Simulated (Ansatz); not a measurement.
A series of calculations on C₂H₇B

## 1. Relaxation

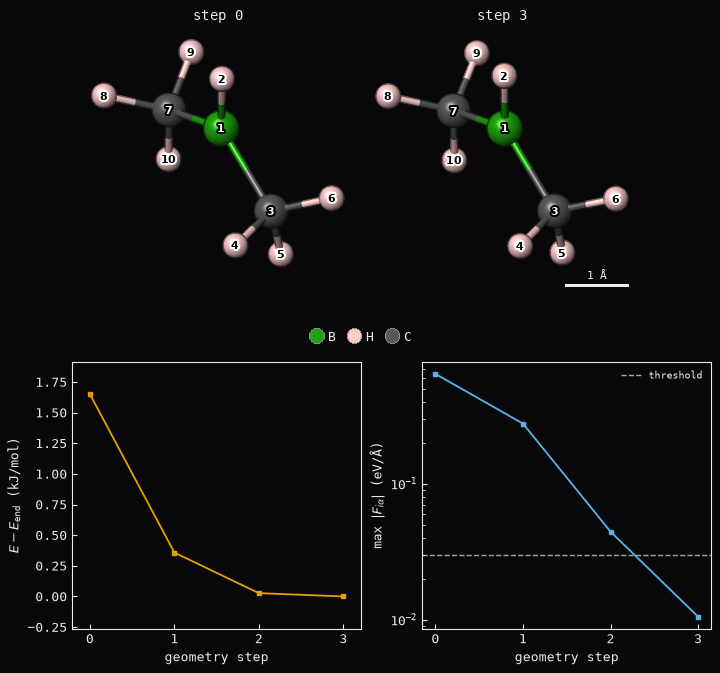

First and last geometry of a relaxation of C$_{2}$H$_{7}$B, with the history of the run. A ball-and-stick model, seen from a free direction.

The run prepares an end point of a later path (reaction) calculation, from a guessed geometry.

These are results of RKS B3LYP/def2-mTZVP in Ansatz 0.2.0, not measurements.

Input file:
```yaml
crystal:
  periodic: [false, false, false]
  atoms:
    - { symbol: B, position_ang: [0.112461, -0.02028, 0.285874] }
    - { symbol: H, position_ang: [-0.057754, -0.183295, 1.45033] }
    - { symbol: C, position_ang: [1.635134, 0.036456, -0.126967] }
    - { symbol: H, position_ang: [2.044428, -0.976982, -0.005756] }
    - { symbol: H, position_ang: [1.843925, 0.344645, -1.154187] }
    - { symbol: H, position_ang: [2.223696, 0.657711, 0.554009] }
    - { symbol: C, position_ang: [-1.117562, 0.028751, -0.672814] }
    - { symbol: H, position_ang: [-1.731042, -0.871149, -0.537616] }
    - { symbol: H, position_ang: [-1.78618, 0.849821, -0.383273] }
    - { symbol: H, position_ang: [-0.890706, 0.134222, -1.735401] }
basis:
  gaussian: { orbitals: def2-mTZVP }
hamiltonian:
  xc: b3lyp
relax:
  f_tol: 0.03
  max_steps: 50
output:
  orbitals: {}
```

Launched with:
```bash
ansatz run input.yaml --threads 1 --pin off --max-ram 2048MiB --backend cpu --events-out ev --progress --plain --runs-dir out
```

> Read the history and describe the run.

It converged. The largest moves after the best rigid fit, 0.056 Å, are those of H2 and H5. By element the largest moves are H 0.056 Å, B 0.032 Å, C 0.022 Å. Among the contacts that change: B1–C3 1.579 → 1.563 Å, B1–H2 1.188 → 1.200 Å. Among the angles between lasting bonds that change: H2–B1–C3 113.5° → 117.7°, H2–B1–C7 119.6° → 117.5°. The energy falls by 1.65 kJ/mol in 3 geometry steps. Largest force component: 0.64 eV/Å at the start, 0.011 eV/Å at the end. Cost: 14 s on 1 thread of Arm Neoverse V1 (shared host), peak memory 0.13 GiB.

| step | E − E(0), kJ/mol | largest force component, eV/Å |
| --- | --- | --- |
| 0 | 0.00 | 0.6418 |
| 1 | -1.29 | 0.2763 |
| 2 | -1.62 | 0.0444 |
| 3 | -1.65 | 0.0105 |

## 2. Relaxation

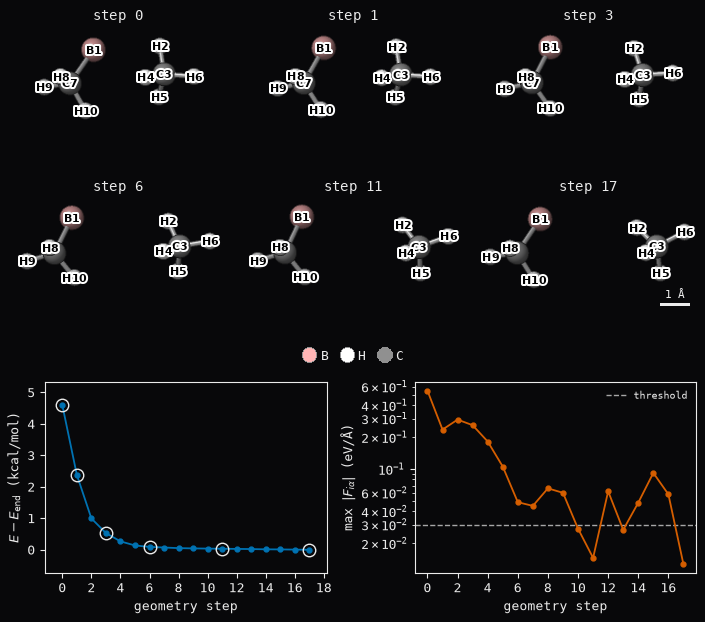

Frames of a relaxation of C₂H₇B, marked on the history of the run. A ball-and-stick model, seen at a tilt.

The run prepares an end point of a later path (reaction) calculation, from a guessed geometry.

These are results of Ansatz, RKS B3LYP/def2-mTZVP, not measurements.

The input:
```yaml
crystal:
  periodic: [false, false, false]
  atoms:
    - { symbol: B, position_ang: [-0.959126, 0.387044, 0.641964] }
    - { symbol: H, position_ang: [1.352852, 0.193913, 1.228947] }
    - { symbol: C, position_ang: [1.80667, 0.009386, 0.24647] }
    - { symbol: H, position_ang: [1.396892, -0.899546, -0.193582] }
    - { symbol: H, position_ang: [1.62387, 0.859932, -0.408622] }
    - { symbol: H, position_ang: [2.884733, -0.11639, 0.363992] }
    - { symbol: C, position_ang: [-1.360637, -0.027715, -0.78737] }
    - { symbol: H, position_ang: [-1.489722, -1.118589, -0.844767] }
    - { symbol: H, position_ang: [-2.333007, 0.434541, -1.013767] }
    - { symbol: H, position_ang: [-0.646127, 0.277324, -1.559064] }
basis:
  gaussian: { orbitals: def2-mTZVP }
hamiltonian:
  xc: b3lyp
relax:
  f_tol: 0.03
  max_steps: 50
```

Launched with:
```bash
ansatz run input.yaml --threads 1 --pin off --max-ram 2048MiB --backend cpu --events-out ev --progress --plain --runs-dir out
```

> Describe the path.

The largest move after the best rigid fit is that of H5, 1.16 Å. By element the largest moves are H 1.16 Å, B 0.83 Å, C 0.82 Å. Among the contacts that change: B1–C7 1.542 → 1.533 Å, H2–C3 1.098 → 1.090 Å. Among the angles between lasting bonds that change: B1–C7–H10 114.1° → 110.6°, B1–C7–H9 107.9° → 110.8°. The energy falls by 4.60 kcal/mol in 17 geometry steps. The largest force component goes from 0.55 to 0.013 eV/Å. The forces were under the threshold at step 10, but the run went on from there. From step 0 to 1: B1 moves most (0.19 Å), energy −2.22 kcal/mol. From step 1 to 3: H5 moves most (0.33 Å), energy −1.85 kcal/mol. From step 3 to 6: H atoms move most (0.32 Å), energy −0.44 kcal/mol. From step 6 to 11: H5 moves most (0.29 Å), energy −0.06 kcal/mol. From step 11 to 17: H10 moves most (0.22 Å), energy −0.03 kcal/mol.

```json
{"step": "0", "E − E(0), kcal/mol": "0.00", "largest force component, eV/Å": "0.5504"}
{"step": "1", "E − E(0), kcal/mol": "-2.22", "largest force component, eV/Å": "0.2362"}
{"step": "2", "E − E(0), kcal/mol": "-3.60", "largest force component, eV/Å": "0.2935"}
{"step": "3", "E − E(0), kcal/mol": "-4.06", "largest force component, eV/Å": "0.2600"}
{"step": "4", "E − E(0), kcal/mol": "-4.33", "largest force component, eV/Å": "0.1824"}
{"step": "5", "E − E(0), kcal/mol": "-4.46", "largest force component, eV/Å": "0.1059"}
{"step": "6", "E − E(0), kcal/mol": "-4.50", "largest force component, eV/Å": "0.0488"}
{"step": "7", "E − E(0), kcal/mol": "-4.52", "largest force component, eV/Å": "0.0451"}
{"step": "8", "E − E(0), kcal/mol": "-4.54", "largest force component, eV/Å": "0.0660"}
{"step": "9", "E − E(0), kcal/mol": "-4.55", "largest force component, eV/Å": "0.0598"}
{"step": "10", "E − E(0), kcal/mol": "-4.56", "largest force component, eV/Å": "0.0274"}
{"step": "11", "E − E(0), kcal/mol": "-4.56", "largest force component, eV/Å": "0.0146"}
{"step": "12", "E − E(0), kcal/mol": "-4.57", "largest force component, eV/Å": "0.0618"}
{"step": "13", "E − E(0), kcal/mol": "-4.57", "largest force component, eV/Å": "0.0268"}
{"step": "14", "E − E(0), kcal/mol": "-4.58", "largest force component, eV/Å": "0.0483"}
{"step": "15", "E − E(0), kcal/mol": "-4.58", "largest force component, eV/Å": "0.0923"}
{"step": "16", "E − E(0), kcal/mol": "-4.59", "largest force component, eV/Å": "0.0579"}
{"step": "17", "E − E(0), kcal/mol": "-4.60", "largest force component, eV/Å": "0.0127"}
```

Limits of the set-up: the start holds two separate molecules, 2.4 Å apart at their closest, whose relative position is a soft coordinate and is computed without a dispersion correction.

## 3. Path

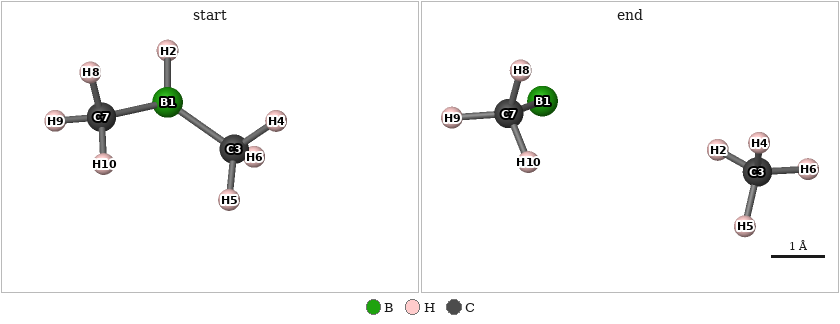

The two relaxed end points of a path for C$_{2}$H$_{7}$B. A ball-and-stick model, seen at a tilt.

Computed with Ansatz, RKS B3LYP/def2-mTZVP.

Run with 7 movable images; climbing image; force threshold 0.05 eV/Å; iteration limit 60.

Start:
```xyz
10

B     0.1240   -0.0413    0.3077
H    -0.1067   -0.1883    1.4758
C     1.6217    0.0337   -0.1331
H     2.0587   -0.9694   -0.0111
H     1.7908    0.3359   -1.1687
H     2.2184    0.6726    0.5262
C    -1.0971    0.0261   -0.6660
H    -1.7276   -0.8653   -0.5525
H    -1.7557    0.8573   -0.3807
H    -0.8500    0.1386   -1.7235
```

End:
```xyz
10

B    -1.7243    0.5804    0.5435
H     1.7432    0.2901    0.8171
C     2.6255   -0.0441    0.2721
H     2.4726   -1.0629   -0.0831
H     2.8011    0.6146   -0.5780
H     3.4911   -0.0187    0.9335
C    -2.1944    0.0173   -0.8020
H    -2.2748   -1.0768   -0.7580
H    -3.1783    0.4233   -1.0717
H    -1.4853    0.2767   -1.5991
```

Question: Predict the minimum-energy path and its barrier.

Answer: The highest point, image 3, lies 4.24 eV above the start and 1.02 eV above the end; the end is at +3.21 eV relative to the start. Breaking: B1–C3 (1.56 → 2.16 at the top → 4.40 Å), B1–H2 (1.20 → 1.27 at the top → 3.49 Å). Forming: H2–C3 (2.37 → 1.41 at the top → 1.09 Å). The band converged in 22 iterations. The largest component of the band force went from 6.5 to 0.017 eV/Å. The climbing image converged on the top of the path. Its vibrational analysis gives one imaginary mode (1221i cm⁻¹), as a transition state must have.

Energies of the converged images:

| image | path (Å) | E (eV) |
| --- | --- | --- |
| 0 | 0.00 | 0.000 |
| 1 | 0.97 | 0.014 |
| 2 | 1.94 | 0.463 |
| 3 | 2.91 | 4.236 |
| 4 | 3.75 | 3.417 |
| 5 | 4.59 | 3.243 |
| 6 | 5.42 | 3.219 |
| 7 | 6.26 | 3.216 |
| 8 | 7.09 | 3.214 |

The geometry at the top of the path:

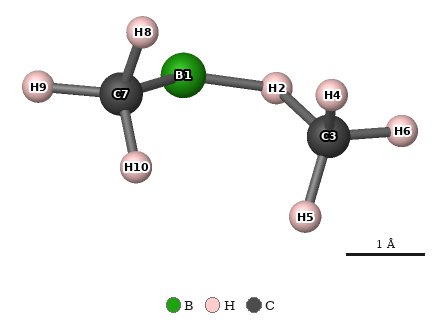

The run took 6.6 min on 1 thread of Arm Neoverse V1 (shared host), peak memory 0.16 GiB.
